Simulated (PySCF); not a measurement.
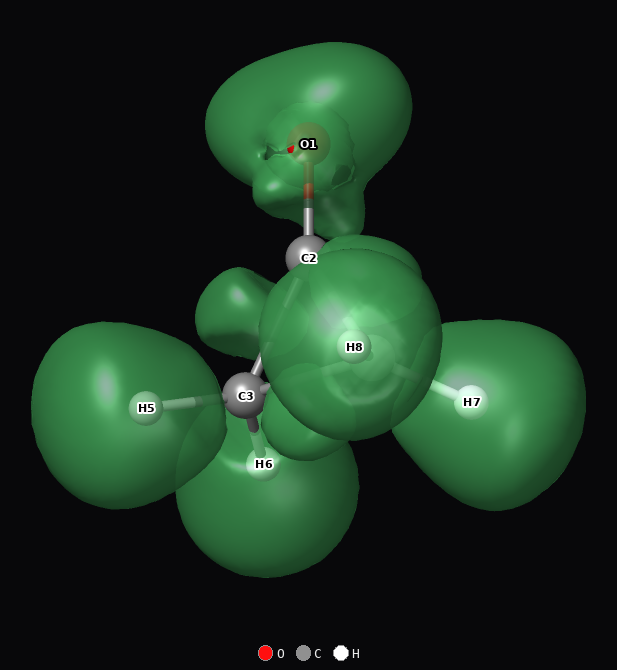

*C$_{3}$H$_{4}$O (SMILES O=C1CC1). Isosurface of the ELF at 0.75 (green), seen at an oblique angle. Only the valence region is drawn (cores and ρ < 0.01 e/Å³ removed).*

Geometry: PBE0-D3(BJ)/def2-TZVP.

All numbers below come from PBE0/pcSseg-2, SCF density, gas phase, non-relativistic in PySCF 2.14.0.

```
atom    x (Å)    y (Å)    z (Å)
   O  -1.5934   1.7805   0.1522
   C  -0.8373   0.8648   0.0644
   C   0.5494   0.4041   0.0509
   C  -0.6537  -0.5742  -0.1095
   H   1.1567   0.6035  -0.8259
   H   1.0987   0.3758   0.9863
   H  -0.8798  -1.2339   0.7218
   H  -0.8237  -1.0067  -1.0901
```

Question: Where are the electrons localised?

Answer: The ELF exceeds this value in three regions between bonded C–C atoms (shared pairs), four regions around hydrogen nuclei and one region on O in which the atom's valence shell and bonds are merged.

Values along the shortest contacts:
C–O (1.19 Å): the ELF peaks at about 0.85 between the atoms: a short, multiple covalent bond. C–C (1.46 Å): the ELF peaks at about 0.90 between the atoms: a shared electron pair.
